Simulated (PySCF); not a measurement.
# AlH2Br (SMILES [AlH2][Br]): M06-2X/STO-3G

Aim: the vertical singlet–triplet gap of AlH2Br at M06-2X/STO-3G, from 2 runs. The job is set up through a Python script.

The calculation is run with PySCF 2.14.0.

36 further runs of the same task are left out: 24 for a known fault of the program, 2 that didn't finish, 10 set aside as unsound or not needed.

### 1 The system as given

AlH2Br has 4 atoms, charge 0, and is taken as a singlet. As SMILES, `[AlH2][Br]`. Geometry: relaxed at PBE0-D4/def2-TZVP.

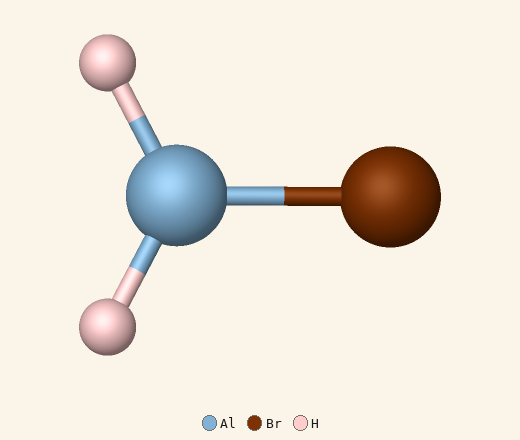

Viewed from a chosen angle; aluminium light blue, bromine brown, hydrogen pink.

### 2 The energy at M06-2X/STO-3G

Contents of calc.py:

```python
from pyscf import gto, dft

mol = gto.Mole()
mol.atom = [
    ('Al', (-0.148300, -0.064700, -0.110300)),
    ('Br', (1.684900, 0.496600, 1.079700)),
    ('H', (-0.561600, -1.584800, -0.139200)),
    ('H', (-0.919700, 1.092700, -0.850400)),
]
mol.verbose = 3
mol.charge = 0
mol.basis = 'sto-3g'
mol.spin = 0
mol.max_memory = 1860
mol.build()

calc0 = dft.RKS(mol, xc='m06-2x')
calc0.conv_tol = 1e-10
calc0.grids.level = 5
calc0.kernel()
if not calc0.converged:
    calc0 = calc0.newton().run(calc0.mo_coeff, calc0.mo_occ)

e_final = calc0.e_tot
print(f'total energy: {e_final:.8f} hartree')
```

On the command line:

```sh
$ OMP_NUM_THREADS=1 python calc.py
```

Log:

```text
converged SCF energy = -2786.79178858728
total energy: -2786.79178859 hartree
```

Run time: 4.2 s. Hardware: 1 thread of Arm Neoverse V2, shared host; peak memory 0.24 GiB.

### 3 The triplet

Contents of input.py:

```python
from pyscf import gto, dft

mol = gto.M(
    atom='''
Al      -0.148300      -0.064700      -0.110300
Br       1.684900       0.496600       1.079700
H       -0.561600      -1.584800      -0.139200
H       -0.919700       1.092700      -0.850400
''',
    spin=2,
    basis='sto-3g',
    verbose=3,
    max_memory=1860,
)

mf = dft.UKS(mol, xc='m06-2x')
mf.conv_tol = 1e-10
mf.grids.level = 5
mf.kernel()
if not mf.converged:
    mf = mf.newton().run(mf.mo_coeff, mf.mo_occ)

e_final = mf.e_tot
print('Final energy', e_final)
```

On the command line:

```sh
$ OMP_NUM_THREADS=1 python input.py
```

Log:

```text
WARN: HOMO -0.0193068465494923 >= LUMO -0.406295453854495

WARN: HOMO 0.0480591638302365 >= LUMO -0.0632499678931036

WARN: HOMO 0.0692505735044436 >= LUMO -0.105935908683329

WARN: HOMO 0.0767303097321265 >= LUMO -0.07871892944637

WARN: HOMO 0.0782250702420632 >= LUMO -0.0783210241126521

WARN: HOMO 0.0787011002345467 >= LUMO -0.0790531464071541

WARN: HOMO 0.0795178433973546 >= LUMO -0.0793266065037613

WARN: HOMO 0.0802167938571661 >= LUMO -0.0794034994294049

WARN: HOMO 0.0802993593895717 >= LUMO -0.0794594164633687

WARN: HOMO 0.0802963862257579 >= LUMO -0.0794671678429406

WARN: HOMO 0.080297453097218 >= LUMO -0.0794675246183447

WARN: HOMO 0.080297533876424 >= LUMO -0.07946840749534

WARN: HOMO 0.0802983760960985 >= LUMO -0.0794686050304474

WARN: HOMO 0.0802982995161178 >= LUMO -0.0794685831399607

converged SCF energy = -2786.48431506221  <S^2> = 2.0092121  2S+1 = 3.0061352
Final energy -2786.4843150622064
```

It took 11 s on 1 thread of Arm Neoverse V2, shared host; peak memory 0.26 GiB.

### 4 Summary of results

At M06-2X/STO-3G:

| quantity | value |
| --- | --- |
| singlet: total energy | -2786.79179 Eh |
| singlet: dipole moment | 2.30 D |
| singlet: HOMO energy | -5.80 eV |
| singlet: LUMO energy | 4.43 eV |
| singlet: HOMO–LUMO gap | 10.22 eV |
| triplet: total energy | -2786.48432 Eh |
| triplet: dipole moment | 0.48 D |
| triplet: ⟨S²⟩ | 2.009 |
| vertical energy of the triplet above the singlet | 8.367 eV |

What this shows: At this shape the triplet lies 8.37 eV (193 kcal/mol) above the singlet. In a minimal basis such a difference can be off by several eV, whatever the method. Mulliken charges (triplet) run from -0.21 on H3 to +0.55 on Al1.
